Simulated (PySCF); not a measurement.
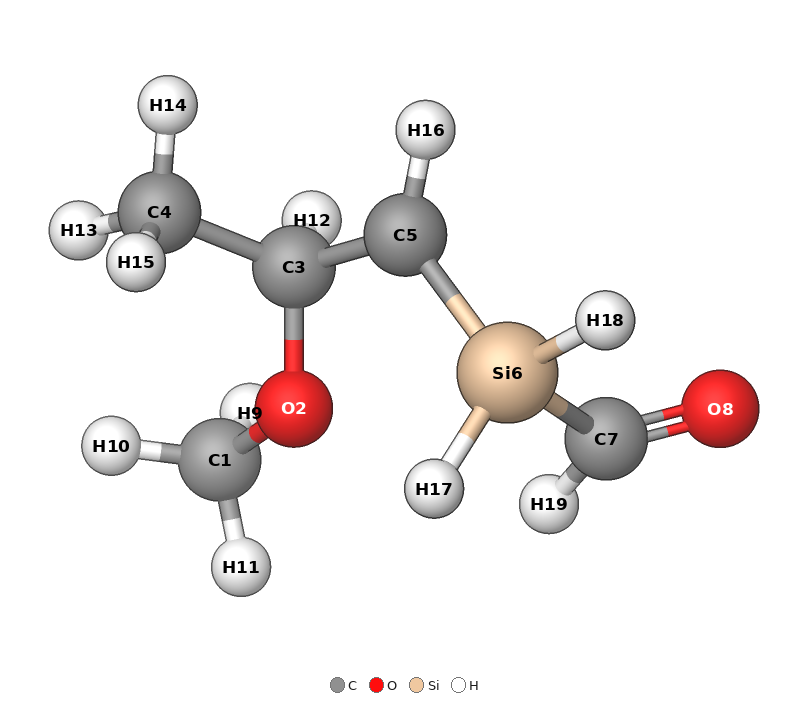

Charge 0, doublet. The geometry was computed by an optimisation with GFN2-xTB. No frequency run is at hand to confirm it as a minimum. Computed with UKS B3LYP, pcH-1 on C H O Si, non-relativistic (PySCF 2.14.0). Fermi-contact and spin-dipolar terms alone, no spin-orbit part.

Question. Which nucleus has the largest dipolar (anisotropic) hyperfine coupling?

Answer. 13C at C5: principal values −72.2, −71.6, 143.8 MHz.

List the isotropic and dipolar parts for the most strongly coupled nuclei, one of each equivalent set.

| atom | isotope | a_iso (MHz) | dipolar part (MHz) |
| --- | --- | --- | --- |
| C5 | 13C | 75.4 | −72.2, −71.6, 143.8 |
| H16 | 1H | −54.9 | −34.6, −0.4, 35.0 |
| O8 | 17O | −2.2 | −21.6, 5.7, 15.9 |
| C7 | 13C | 51.5 | −6.5, −4.7, 11.2 |
| H12 | 1H | 95.2 | −4.9, −3.4, 8.3 |
| C4 | 13C | 60.3 | −4.1, −3.9, 8.0 |
| H15 | 1H | −3.1 | −4.9, −2.0, 6.9 |
| H14 | 1H | −1.4 | −4.3, −2.4, 6.7 |

The geometry is semi-empirical. Around Si such bond lengths and angles can be off by a tenth of an ångström or more and by several degrees, and values that hang on the shape move with them.
